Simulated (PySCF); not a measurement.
# C2H8N2 (SMILES CCNN) at 6 levels

We compute a comparison of 6 runs (HF/3-21G, HF/def2-SVP, HF/def2-SVPD, B3LYP/3-21G, PBE/cc-pVDZ, CCSD(T)/pcseg-1) of C2H8N2. Input form: a Python script.

Program for the calculation: PySCF 2.14.0.

## 1. The system as given

C2H8N2 has 12 atoms, charge 0, and is taken as a singlet. As SMILES, `CCNN`. Geometry: relaxed at PBE0-D4/def2-TZVP. This is one conformer, not always the lowest.

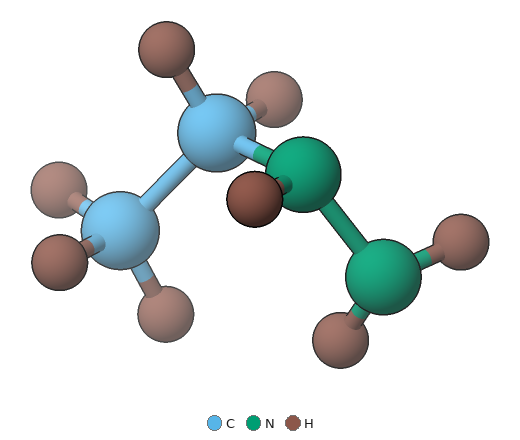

The structure, seen from a chosen angle (carbon blue, nitrogen teal, hydrogen brown).

## 2. Energy and forces at HF/3-21G (run 1)

input.py reads:

```python
from pyscf import gto, scf

mol = gto.M(
    atom='''
C     -1.291900     0.095700    -0.369700
C      0.025100     0.820700    -0.123100
N      0.951400     0.175800     0.788900
N      1.411800    -1.098300     0.403500
H     -1.846600    -0.036200     0.563600
H     -1.923000     0.664500    -1.057200
H     -1.144100    -0.891200    -0.817000
H      0.549600     0.975600    -1.072600
H     -0.178100     1.817000     0.283700
H      0.539500     0.084300     1.708600
H      0.702500    -1.631100    -0.094100
H      2.203700    -0.976900    -0.214600
''',
    max_memory=1860,
    verbose=4,
    charge=0,
    basis='3-21g',
    spin=0,
)

mf = scf.RHF(mol)
mf.conv_tol = 1e-10
mf.kernel()
if not mf.converged:
    mf = mf.newton().run(mf.mo_coeff, mf.mo_occ)

etot = mf.e_tot
print('E = %.10f Eh' % etot)
grad = mf.nuc_grad_method().kernel()
dip = mf.dip_moment()
pop, q = mf.mulliken_pop()
```

The run is started by

```console
$ OMP_NUM_THREADS=1 python input.py
```

What it wrote:

```text
PySCF version 2.14.0

[... 66 lines left out ...]
converged SCF energy = -188.182796654434
[... 12 lines left out ...]
Dipole moment(X, Y, Z, Debye): -1.69314,  0.10195, -1.52228
[... 65 lines left out ...]
charge of   11H =      0.31003
```

Run time: 3.3 s. Hardware: 1 thread of Intel Xeon at 2.70GHz, shared host; peak memory 0.12 GiB.

## 3. Energy and forces at HF/def2-SVP (run 2)

run.py reads:

```python
# CCNN
from pyscf import gto, scf

mol = gto.Mole()
mol.atom = '''
C     -2.441337     0.180847    -0.698632
C      0.047432     1.550898    -0.232625
N      1.797885     0.332214     1.490805
N      2.667915    -2.075486     0.762504
H     -3.489568    -0.068408     1.065050
H     -3.633943     1.255723    -1.997818
H     -2.162036    -1.684124    -1.543906
H      1.038593     1.843617    -2.026920
H     -0.336560     3.433632     0.536115
H      1.019507     0.159304     3.228786
H      1.327533    -3.082332    -0.177823
H      4.164389    -1.846073    -0.405535
'''
mol.verbose = 4
mol.max_memory = 1860
mol.basis = 'def2-svp'
mol.spin = 0
mol.unit = 'bohr'
mol.build()

myscf = scf.RHF(mol)
myscf.conv_tol = 1e-10
myscf.kernel()
if not myscf.converged:
    myscf = myscf.newton().run(myscf.mo_coeff, myscf.mo_occ)

energy = myscf.e_tot
print(f'total energy: {energy:.8f} hartree')
grad = myscf.nuc_grad_method().kernel()
dip = myscf.dip_moment()
pop, q = myscf.mulliken_pop()
```

The run is started by

```console
$ OMP_NUM_THREADS=1 python run.py
```

What it wrote:

```text
PySCF version 2.14.0

[... 66 lines left out ...]
converged SCF energy = -189.103891423235
total energy: -189.10389142 hartree
[... 11 lines left out ...]
Dipole moment(X, Y, Z, Debye): -1.44777,  0.05595, -1.26280
[... 109 lines left out ...]
charge of   11H =      0.12418
```

Run time: 14 s. Hardware: 1 thread of Intel Xeon at 2.70GHz, shared host; peak memory 0.2 GiB.

## 4. Energy and forces at HF/def2-SVPD (run 3)

run.py reads:

```python
# CCNN
import pyscf.grad
from pyscf import gto

mol = gto.M(
    atom='''
C     -2.441337     0.180847    -0.698632
C      0.047432     1.550898    -0.232625
N      1.797885     0.332214     1.490805
N      2.667915    -2.075486     0.762504
H     -3.489568    -0.068408     1.065050
H     -3.633943     1.255723    -1.997818
H     -2.162036    -1.684124    -1.543906
H      1.038593     1.843617    -2.026920
H     -0.336560     3.433632     0.536115
H      1.019507     0.159304     3.228786
H      1.327533    -3.082332    -0.177823
H      4.164389    -1.846073    -0.405535
''',
    basis='def2-svpd',
    max_memory=1860,
    verbose=3,
    unit='bohr',
)

mf = mol.RHF()
mf.conv_tol = 1e-10
mf.kernel()
if not mf.converged:
    mf = mf.newton().run(mf.mo_coeff, mf.mo_occ)

energy = mf.e_tot
print('E(%s) = %.9f' % ('HF', energy))
grad = mf.Gradients().kernel()
dip = mf.dip_moment()
pop, q = mf.mulliken_pop()
```

The run is started by

```console
$ OMP_NUM_THREADS=1 python run.py
```

What it wrote:

```text
converged SCF energy = -189.117710675618
[... 9 lines left out ...]
Dipole moment(X, Y, Z, Debye): -1.47998,  0.12154, -1.23896
[... 157 lines left out ...]
charge of   11H =      0.08135
```

Wall time 46 s (1 thread of Intel Xeon at 2.70GHz, shared host); peak memory 0.53 GiB.

Runs 4 to 5 aren't shown in full; the table further down has their settings and results.

## 5. The energy at CCSD(T)/pcseg-1 (run 6)

job.py reads:

```python
from pyscf import gto, cc

molecule = gto.Mole()
molecule.atom = '''
C   -1.291900   0.095700  -0.369700
C    0.025100   0.820700  -0.123100
N    0.951400   0.175800   0.788900
N    1.411800  -1.098300   0.403500
H   -1.846600  -0.036200   0.563600
H   -1.923000   0.664500  -1.057200
H   -1.144100  -0.891200  -0.817000
H    0.549600   0.975600  -1.072600
H   -0.178100   1.817000   0.283700
H    0.539500   0.084300   1.708600
H    0.702500  -1.631100  -0.094100
H    2.203700  -0.976900  -0.214600
'''
molecule.max_memory = 1860
molecule.verbose = 3
molecule.basis = 'pcseg-1'
molecule.charge = 0
molecule.spin = 0
molecule.build()

hf = molecule.RHF()
hf.conv_tol = 1e-10
hf.kernel()
if not hf.converged:
    hf = hf.newton().run(hf.mo_coeff, hf.mo_occ)

mycc = cc.CCSD(hf, frozen=4)
mycc.kernel()
e_t = mycc.ccsd_t()
e_final = mycc.e_tot + e_t
print('Final energy', e_final)
hf.analyze()
```

The run is started by

```console
$ OMP_NUM_THREADS=1 python job.py
```

What it wrote:

```text
converged SCF energy = -189.19177202803
[... 14 lines left out ...]
MO #11  energy= -0.628805034624657 occ= 2
[... 16 lines left out ...]
MO #28  energy= 0.468679779833692  occ= 0
[... 16 lines left out ...]
MO #45  energy= 1.04778235559909   occ= 0
[... 16 lines left out ...]
MO #62  energy= 2.18960941342268   occ= 0
[... 16 lines left out ...]
MO #79  energy= 2.88286009988099   occ= 0
[... 16 lines left out ...]
MO #96  energy= 3.85492539934649   occ= 0
[... 13 lines left out ...]
Dipole moment(X, Y, Z, Debye): -1.56303,  0.10303, -1.37243
```

It took 60 s on 1 thread of Intel Xeon at 2.70GHz, shared host; peak memory 0.64 GiB.

## 6. Overview of the runs

| run | level | integration grid | task | energy (Eh) | dipole moment (D) of the reference | HOMO energy (eV) | LUMO energy (eV) | wall time |
| --- | --- | --- | --- | --- | --- | --- | --- | --- |
| 1 | HF/3-21G | – | gradient | -188.182797 | 2.28 | -9.97 | 6.78 | 3.3 s |
| 2 | HF/def2-SVP | – | gradient | -189.103891 | 1.92 | -10.24 | 4.62 | 14 s |
| 3 | HF/def2-SVPD | – | gradient | -189.117711 | 1.93 | -10.35 | 2.72 | 46 s |
| 4 | B3LYP/3-21G | 5 | gradient | -189.432297 | 1.99 | -5.63 | 2.71 | 26 s |
| 5 | PBE/cc-pVDZ | 5 | gradient | -190.242259 | 1.42 | -4.78 | 0.89 | 62 s |
| 6 | CCSD(T)/pcseg-1 | – | energy | -189.896118 | 2.08 | -10.35 | 4.22 | 60 s |

## 7. Results

| quantity | value |
| --- | --- |
| run 6: total energy | -189.89612 Eh |
| run 6: dipole moment (Hartree–Fock density) | 2.08 D |
| run 6: HOMO energy (Hartree–Fock orbitals) | -10.35 eV |
| run 6: LUMO energy (Hartree–Fock orbitals) | 4.22 eV |
| run 6: HOMO–LUMO gap (Hartree–Fock orbitals) | 14.57 eV |
| run 6: correlation energy (4 core orbitals frozen) | -704.3 mEh |
| run 6: (T) correction | -18.44 mEh |
| run 6: T1 diagnostic | 0.008 |

**Reading.** Over runs 1, 2, 3, 4, 5 the dipole moment (its size) runs from 1.42 D (PBE/cc-pVDZ) to 2.28 D (HF/3-21G). The two ends differ in method and basis. Over runs 1, 2, 3, 4, 5 the HOMO–LUMO gap runs from 5.67 eV (PBE/cc-pVDZ) to 16.75 eV (HF/3-21G). Totals of different functionals can't be ranked against each other. All runs together took 3.5 min, the longest 62 s.
